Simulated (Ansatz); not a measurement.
# SnH3Cl (SMILES [Cl][SnH3]) at 6 levels

Aim: a comparison of 6 runs (B3LYP/STO-3G, UB3LYP/STO-3G, RPA@PBE/STO-3G, UMP2/STO-3G, CCSDT/STO-3G, CCSDTQ/STO-3G) of SnH3Cl. 

Program for the calculation: Ansatz 0.2.0.

59 further runs of the same task are left out: 8 that didn't finish, 51 set aside as unsound or not needed.

**1. The structure to begin with**

The species is SnH3Cl (5 atoms), meant as a singlet with charge 0. As SMILES, `[Cl][SnH3]`. The H4–Sn2 distance was set to 3.400 Å, away from the relaxed value. At this shape a bond of the SMILES string is far longer than usual.

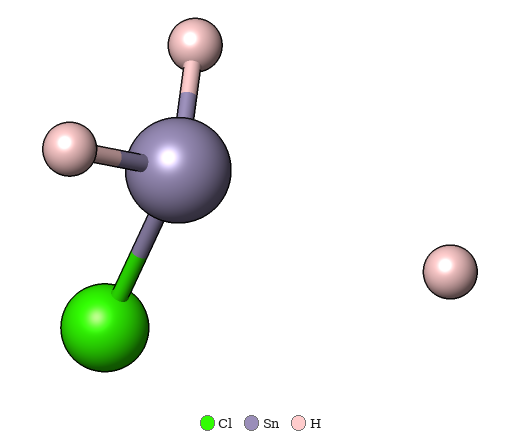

Viewed from a chosen angle; chlorine green, tin purple, hydrogen pink.

**2. A single-point energy at B3LYP/STO-3G (run 1)**

The input, run.yaml:

```yaml
crystal:
  periodic: [false, false, false]
  atoms:
    - {symbol: Cl, position_ang: [-2.193197, 1.982084, 0.821302]}
    - {symbol: Sn, position_ang: [-0.184897, 1.605184, -0.306098]}
    - {symbol: H, position_ang: [-0.474297, 2.012584, -1.930998]}
    - {symbol: H, position_ang: [0.522700, -1.694200, 0.111100]}
    - {symbol: H, position_ang: [0.964403, 2.619584, 0.428802]}
basis:
  gaussian:
    orbitals: STO-3G
magnetization:
  spin_polarized: false
hamiltonian:
  xc: {name: B3LYP}
accuracy: high
```

The run is started by

```console
$ ansatz run run.yaml --threads 1 --pin off --max-ram 2610MiB --events-out events.jsonl --progress --plain --runs-dir runs
```

Log:

```text
Warning: RAYON_NUM_THREADS=1 ignored (pool sized by the plan → 1); use --threads N
Functional definition: B3LYP
  name "B3LYP"
  parameter a0 = 0.2
  parameter ax = 0.72
  parameter ac = 0.81
  exchange = (1 - a0 - ax)*slater_x + ax*b88_x + a0*exact_x
  correlation = (1 - ac)*vwn_rpa_c + ac*lyp_c
706 factors; integrals over basis functions are off by at most 1.6e-8 eV
mean field evaluation 1: about -174748.6358 eV, gradient 2.2e1 eV
mean field evaluation 2: about -174744.3224 eV, gradient 2.0e1 eV
mean field evaluation 4: about -174754.2856 eV, gradient 1.3e1 eV
mean field evaluation 8: about -174755.7198 eV, gradient 2.7e0 eV
mean field evaluation 16: about -174755.7251 eV, gradient 9.5e-3 eV
mean field -174755.72513670 eV, -6422.1544450890 hartree, gradient 5.2e-9 eV, S^2 0.000000; 0 other end points of the search recorded, 0 dependent functions left out
reference -174755.72516796 eV, -6422.1544462375 hartree; 35, 35 occupied and 4, 4 virtual orbitals, 706 factors
Total energy: -174755.72516796 eV, -6422.1544462375 hartree
```

It took 2.6 s on 1 thread of Arm Neoverse V1, shared host; peak memory 0.13 GiB.

**3. A single-point energy at UB3LYP/STO-3G (run 2)**

The input, job.yaml:

```yaml
basis:
  gaussian:
    orbitals: STO-3G
crystal:
  periodic: [false, false, false]
  atoms:
    - symbol: Cl
      position_ang: [-2.193197, 1.982084, 0.821302]
    - symbol: Sn
      position_ang: [-0.184897, 1.605184, -0.306098]
    - symbol: H
      position_ang: [-0.474297, 2.012584, -1.930998]
    - symbol: H
      position_ang: [0.522700, -1.694200, 0.111100]
    - symbol: H
      position_ang: [0.964403, 2.619584, 0.428802]
magnetization:
  spin_polarized: true
hamiltonian:
  xc: {name: B3LYP}
accuracy: high
```

The run is started by

```console
$ ansatz run job.yaml --threads 1 --pin off --max-ram 2610MiB --events-out events.jsonl --progress --plain --runs-dir runs
```

Log, shortened:

```text
Warning: RAYON_NUM_THREADS=1 ignored (pool sized by the plan → 1); use --threads N
[... 7 set-up lines as earlier in the session ...]
706 factors; integrals over basis functions are off by at most 1.6e-8 eV
mean field evaluation 1: about -174748.6358 eV, gradient 1.5e1 eV
mean field evaluation 2: about -174744.3224 eV, gradient 1.4e1 eV
mean field evaluation 4: about -174754.2858 eV, gradient 9.2e0 eV
mean field evaluation 8: about -174755.7196 eV, gradient 1.9e0 eV
mean field evaluation 16: about -174755.7251 eV, gradient 1.0e-3 eV
mean field evaluation 32: about -174756.8165 eV, gradient 9.0e-4 eV
mean field -174756.81648329 eV, -6422.1945513362 hartree, gradient 1.3e-8 eV, S^2 0.915184; 3 other end points of the search recorded, 0 dependent functions left out
reference -174756.81651474 eV, -6422.1945524921 hartree; 35, 35 occupied and 4, 4 virtual orbitals, 706 factors
Total energy: -174756.81651474 eV, -6422.1945524921 hartree
```

It took 9.9 s on 1 thread of Arm Neoverse V1, shared host; peak memory 0.21 GiB.

Run 3 isn't shown in full; the table further down has it.

**4. The energy at UMP2/STO-3G (run 4)**

The input, molecule.yaml:

```yaml
crystal:
  periodic: [false, false, false]
  atoms:
    - {symbol: Cl, position_ang: [-2.193197, 1.982084, 0.821302]}
    - {symbol: Sn, position_ang: [-0.184897, 1.605184, -0.306098]}
    - {symbol: H, position_ang: [-0.474297, 2.012584, -1.930998]}
    - {symbol: H, position_ang: [0.522700, -1.694200, 0.111100]}
    - {symbol: H, position_ang: [0.964403, 2.619584, 0.428802]}
basis:
  gaussian:
    orbitals: STO-3G
accuracy: high
magnetization:
  spin_polarized: true
correlation:
  method: mp2
  frozen_orbitals: {Cl: 5, H: 0, Sn: 18}
```

The run is started by

```console
$ ansatz run molecule.yaml --threads 1 --pin off --max-ram 2610MiB --events-out events.jsonl --progress --plain --runs-dir runs
```

Log, shortened:

```text
Warning: RAYON_NUM_THREADS=1 ignored (pool sized by the plan → 1); use --threads N
Functional definition: HF
  name "HF"
[...]
706 factors; integrals over basis functions are off by at most 1.6e-8 eV
[...]
mean field -174684.78156090 eV, -6419.5473167654 hartree, gradient 2.4e-8 eV, S^2 0.979442; 7 other end points of the search recorded, 0 dependent functions left out
23 core orbitals not correlated: weight in the atoms' cores, before any rotation towards them, 1.000 or more for the frozen orbitals, at most 0.000 for the correlated occupied ones
reference -174684.78156090 eV, -6419.5473167654 hartree; 12, 12 occupied and 4, 4 virtual orbitals, 706 factors
second order -0.81094714 eV of doubles, -0.00000000 eV of singles
Total energy: -174685.59250804 eV, -6419.5771185231 hartree
```

Wall time 2.1 s (1 thread of Arm Neoverse V1, shared host); peak memory 0.13 GiB.

Run 5 isn't shown in full; the table further down has it.

**5. A single-point energy at CCSDTQ/STO-3G (run 6)**

The input, molecule.yaml:

```yaml
crystal:
  periodic: [false, false, false]
  atoms:
    - symbol: Cl
      position_ang: [-2.193197, 1.982084, 0.821302]
    - symbol: Sn
      position_ang: [-0.184897, 1.605184, -0.306098]
    - symbol: H
      position_ang: [-0.474297, 2.012584, -1.930998]
    - symbol: H
      position_ang: [0.522700, -1.694200, 0.111100]
    - symbol: H
      position_ang: [0.964403, 2.619584, 0.428802]
basis:
  gaussian: {orbitals: STO-3G}
correlation: {method: ccsdtq, frozen_orbitals: {Cl: 5, H: 0, Sn: 18}}
accuracy: high
scf: {omitted_lower_state_checks: [cluster_reference, increment]}
```

The run is started by

```console
$ ansatz run molecule.yaml --threads 1 --pin off --max-ram 2610MiB --events-out events.jsonl --progress --plain --runs-dir runs
```

Log:

```text
Warning: RAYON_NUM_THREADS=1 ignored (pool sized by the plan → 1); use --threads N
[... 11 lines left out ...]
23 core orbitals not correlated: weight in the atoms' cores, before any rotation towards them, 1.000 or more for the frozen orbitals, at most 0.000 for the correlated occupied ones
[... 31 lines left out ...]
WARN: these amplitudes may be one of several solutions (largest doubles amplitude 0.74, level shift 9.03 eV)
Total energy: -174686.13056754 eV, -6419.5968918452 hartree
Checks for a lower state left out: cluster_reference, increment
```

Run time: 22 s. Hardware: 1 thread of Arm Neoverse V1, shared host; peak memory 0.28 GiB.

**6. The series**

```csv
run,level,frozen core orbitals,energy (Eh),wall time
1,B3LYP/STO-3G,–,-6422.154446,2.6 s
2,UB3LYP/STO-3G,–,-6422.194552,9.9 s
3,RPA@PBE/STO-3G,23,-6419.595250,3.9 s
4,UMP2/STO-3G,23,-6419.577119,2.1 s
5,CCSDT/STO-3G,23,-6419.596761,1.1 s
6,CCSDTQ/STO-3G,23,-6419.596892,22 s
```

**7. What came out**

| quantity | value |
| --- | --- |
| run 6: total energy | -6419.59689 Eh |
| run 6: correlation energy (23 core orbitals frozen) | -191.5 mEh |
| run 6: T1 diagnostic | 0.017 |

In words: In runs 3, 5, 6 the log says that unrestricted orbitals would lower the reference, so the values rest on an unstable closed-shell determinant (other closed-shell runs at this shape may share the fault). In runs 1, 2, 3, 4, 5, 6 the basis is minimal, so the values are rough. In runs 1, 3 a closed-shell determinant meets a far-stretched bond, which it describes badly. In runs 1, 2, 3, 4, 5, 6 relativity is left out where basis or elements ask for it. Spin contamination of the reference: run 4 ⟨S²⟩ = 0.98, run 2 ⟨S²⟩ = 0.92. Where it is this large, the reference is a mixture of spin states, and values that rest on it are in doubt. All runs together took 42 s, the longest 22 s.
